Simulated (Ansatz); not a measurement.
# SiO (SMILES O=[Si]): a chain of runs

Aim: a series of 8 runs (r2SCAN50-D3(BJ)/3-21G, U-r2SCAN50-D3(BJ)/3-21G) of OSi. 

Program for the calculation: Ansatz 0.2.0.

### Step 1. The system as given

The species is SiO (2 atoms), meant as a singlet with charge 0. SMILES: `O=[Si]`. The coordinates come from a PBE0-D4/def2-TZVP relaxation.

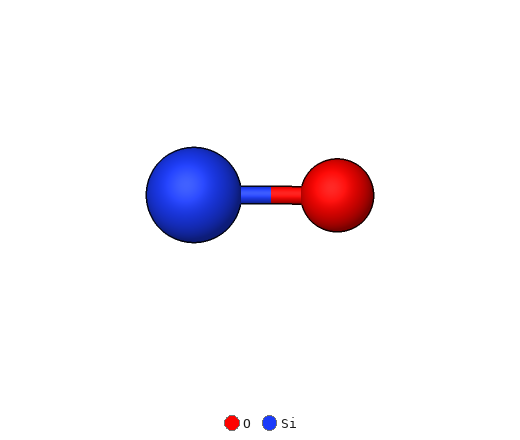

The structure, seen from a chosen angle (oxygen red, silicon blue).

### Step 2. A single-point energy at r2SCAN50-D3(BJ)/3-21G (run 1)

Input file job.yaml:

```yaml
crystal:
  periodic: [false, false, false]
  atoms:
    - {symbol: O, position_ang: [-0.640700, 0.231500, -0.324000]}
    - {symbol: Si, position_ang: [0.640700, -0.231500, 0.324000]}
basis:
  gaussian: {orbitals: 3-21G.json}
hamiltonian: {xc: {name: r2SCAN50}, dispersion: d3bj}
output: {orbitals: {seedname: orbitals}}
```

The basis set 3-21G is read from a file made from the Basis Set Exchange's data (not shown).

Started as:

```bash
$ ansatz run job.yaml --threads 1 --pin off --max-ram 2610MiB --events-out events.jsonl --progress --plain --runs-dir runs
```

Output:

```text
Warning: the engine holds no damping parameters fitted to this dispersion correction and functional, so the run takes those fitted to r2scan50 beside the three-body term, which d3bj leaves out (hamiltonian.dispersion, under Limitations)
Warning: RAYON_NUM_THREADS=1 ignored (pool sized by the plan → 1); use --threads N
Functional definition: r2SCAN50
  name "r2SCAN50"
  parameter a = 0.5
  parameter k0 = 0.174
  parameter k1 = 0.065
  parameter a1 = 4.9479
  exchange = (1 - a)*r2scan_x(k0 = k0, k1 = k1, a1 = a1) + a*exact_x
  correlation = r2scan_c
232 factors; integrals over basis functions are off by at most 1.2e-4 eV
mean field evaluation 1: about -9862.5012 eV, gradient 5.1e1 eV
mean field evaluation 2: about -9830.5613 eV, gradient 1.3e2 eV
mean field evaluation 4: about -9868.1275 eV, gradient 1.3e0 eV
mean field evaluation 8: about -9868.1289 eV, gradient 3.5e-3 eV
mean field -9868.12886518 eV, -362.6470469373 hartree, gradient 1.4e-5 eV, S^2 0.000000; 0 other end points of the search recorded, 0 dependent functions left out
reference -9868.12886859 eV, -362.6470470626 hartree; 11, 11 occupied and 11, 11 virtual orbitals, 232 factors
Total energy: -9868.13484887 eV, -362.6472668338 hartree
```

Wall time 0.78 s (1 thread of Arm Neoverse V1, shared host).

### Step 3. A single-point energy at U-r2SCAN50-D3(BJ)/3-21G (fill excite 0 0, maximum overlap yes) (run 2)

job.yaml: that of step 2 with these lines changed.

```diff
@@ -6,3 +6,4 @@
 basis:
-  gaussian: {orbitals: 3-21G.json}
+  gaussian: {orbitals: 3-21G.json, initial_orbitals: start.molden, maximum_overlap: true}
+magnetization: {spin_polarized: true}
 hamiltonian: {xc: {name: r2SCAN50}, dispersion: d3bj}
```

The basis set 3-21G is read from a file made from the Basis Set Exchange's data (not shown).

Started as:

```bash
$ ansatz run job.yaml --threads 1 --pin off --max-ram 2610MiB --events-out events.jsonl --progress --plain --runs-dir runs
```

Output, cut to the lines that bear on the results:

```text
Warning: the engine holds no damping parameters fitted to this dispersion correction and functional, so the run takes those fitted to r2scan50 beside the three-body term, which d3bj leaves out (hamiltonian.dispersion, under Limitations)
Warning: RAYON_NUM_THREADS=1 ignored (pool sized by the plan → 1); use --threads N
Functional definition: r2SCAN50
  name "r2SCAN50"
[...]
232 factors; integrals over basis functions are off by at most 1.2e-4 eV
[...]
mean field -9863.58209574 eV, -362.4799562424 hartree, gradient 1.4e-6 eV, S^2 1.026087; 0 other end points of the search recorded, 0 dependent functions left out
reference -9863.58209992 eV, -362.4799563961 hartree; 11, 11 occupied and 11, 11 virtual orbitals, 232 factors
Total energy: -9863.58808020 eV, -362.4801761673 hartree
Checks for a lower state left out: stability, starts, cluster_reference, orbital_swaps, neighbouring_geometries, increment
```

Wall time 3.6 s (1 thread of Arm Neoverse V1, shared host).

Runs 3 to 5 aren't shown in full; the table further down has their settings and results.

### Step 4. The doublet cation: a single-point energy at U-r2SCAN50-D3(BJ)/3-21G (fill hole 1, maximum overlap yes) (run 6)

Input file molecule.yaml:

```yaml
basis:
  gaussian:
    orbitals: 3-21G.json
    initial_orbitals: start.molden
    maximum_overlap: true
crystal:
  periodic: [false, false, false]
  atoms:
    - symbol: O
      position_ang: [-0.640700, 0.231500, -0.324000]
    - symbol: Si
      position_ang: [0.640700, -0.231500, 0.324000]
total_charge: 1
magnetization:
  spin_polarized: true
  initial_magnetization: 1
hamiltonian:
  xc: {name: r2SCAN50}
  dispersion: d3bj
```

The basis set 3-21G is read from a file made from the Basis Set Exchange's data (not shown).

Started as:

```bash
$ ansatz run molecule.yaml --threads 1 --pin off --max-ram 2610MiB --events-out events.jsonl --progress --plain --runs-dir runs
```

Output, cut to the lines that bear on the results:

```text
Warning: the engine holds no damping parameters fitted to this dispersion correction and functional, so the run takes those fitted to r2scan50 beside the three-body term, which d3bj leaves out (hamiltonian.dispersion, under Limitations)
Warning: RAYON_NUM_THREADS=1 ignored (pool sized by the plan → 1); use --threads N
Functional definition: r2SCAN50
  name "r2SCAN50"
[...]
232 factors; integrals over basis functions are off by at most 1.2e-4 eV
[...]
mean field -9331.21462173 eV, -342.9158124242 hartree, gradient 9.6e-6 eV, S^2 0.760601; 0 other end points of the search recorded, 0 dependent functions left out
reference -9331.21462574 eV, -342.9158125716 hartree; 11, 10 occupied and 11, 12 virtual orbitals, 232 factors
Total energy: -9331.22060602 eV, -342.9160323428 hartree
Checks for a lower state left out: stability, starts, cluster_reference, orbital_swaps, neighbouring_geometries, increment
```

Wall time 3.9 s (1 thread of Arm Neoverse V1, shared host).

Run 7 isn't shown in full; the table further down has it.

### Step 5. The doublet cation: a single-point energy at U-r2SCAN50-D3(BJ)/3-21G (run 8)

Input file run.yaml:

```yaml
crystal:
  periodic: [false, false, false]
  atoms:
    - symbol: O
      position_ang: [-0.640700, 0.231500, -0.324000]
    - symbol: Si
      position_ang: [0.640700, -0.231500, 0.324000]
basis:
  gaussian: {orbitals: 3-21G.json}
magnetization: {spin_polarized: true, initial_magnetization: 1}
total_charge: 1
hamiltonian: {xc: {name: r2SCAN50}, dispersion: d3bj}
```

The basis set 3-21G is read from a file made from the Basis Set Exchange's data (not shown).

Started as:

```bash
$ ansatz run run.yaml --threads 1 --pin off --max-ram 2610MiB --events-out events.jsonl --progress --plain --runs-dir runs
```

Output, cut to the lines that bear on the results:

```text
Warning: the engine holds no damping parameters fitted to this dispersion correction and functional, so the run takes those fitted to r2scan50 beside the three-body term, which d3bj leaves out (hamiltonian.dispersion, under Limitations)
Warning: RAYON_NUM_THREADS=1 ignored (pool sized by the plan → 1); use --threads N
Functional definition: r2SCAN50
  name "r2SCAN50"
[...]
232 factors; integrals over basis functions are off by at most 1.2e-4 eV
[...]
mean field -9856.84264971 eV, -362.2322861690 hartree, gradient 8.9e-6 eV, S^2 0.770621; 1 other end points of the search recorded, 0 dependent functions left out
reference -9856.84265395 eV, -362.2322863249 hartree; 11, 10 occupied and 11, 12 virtual orbitals, 232 factors
Total energy: -9856.84863423 eV, -362.2325060961 hartree
```

Run time: 2.2 s. Hardware: 1 thread of Arm Neoverse V1, shared host.

### Step 6. The series

```
run                                                           level         starting guess  maximum overlap       partner  energy (Eh)  dispersion energy (kJ/mol)  wall time
  1                                           r2SCAN50-D3(BJ)/3-21G                      –                –          base  -362.647267                       -0.58     0.78 s
  2  U-r2SCAN50-D3(BJ)/3-21G (fill excite 0 0, maximum overlap yes)  ground-state orbitals              yes       excited  -362.480176                       -0.58      3.6 s
  3                                         U-r2SCAN50-D3(BJ)/3-21G                      –                –       triplet  -362.495273                       -0.58      5.1 s
  4  U-r2SCAN50-D3(BJ)/3-21G (fill excite 1 2, maximum overlap yes)  ground-state orbitals              yes       excited  -362.322499                       -0.58      3.3 s
  5      U-r2SCAN50-D3(BJ)/3-21G (fill hole 0, maximum overlap yes)  ground-state orbitals              yes     core hole  -294.693006                       -0.58      5.1 s
  6      U-r2SCAN50-D3(BJ)/3-21G (fill hole 1, maximum overlap yes)  ground-state orbitals              yes     core hole  -342.916032                       -0.58      3.9 s
  7      U-r2SCAN50-D3(BJ)/3-21G (fill hole 8, maximum overlap yes)  ground-state orbitals              yes  valence hole  -362.218469                       -0.58      2.7 s
  8                                         U-r2SCAN50-D3(BJ)/3-21G                      –                –        cation  -362.232506                       -0.58      2.2 s
```

### Step 7. Outcome

| quantity | value |
| --- | --- |
| doublet cation, run 8: total energy | -362.23251 Eh |
| doublet cation, run 8: dispersion energy | -0.58 kJ/mol |
| doublet cation, run 8: ⟨S²⟩ | 0.771 |
| vertical ionisation energy (to the doublet cation) | 11.286 eV |
| vertical energy of the triplet above the singlet | 4.136 eV |

Removing an electron at fixed nuclei costs 11.29 eV (260 kcal/mol). −ε(HOMO) before ionisation, 9.91 eV, is 1.37 eV below this ionisation energy. At this shape the triplet lies 4.14 eV (95 kcal/mol) above the singlet. Spin contamination of the reference: run 2 ⟨S²⟩ = 1.03, run 4 ⟨S²⟩ = 1.01. Where it is this large, the reference is a mixture of spin states, and values that rest on it are in doubt. All runs together took 27 s, the longest 5.1 s.
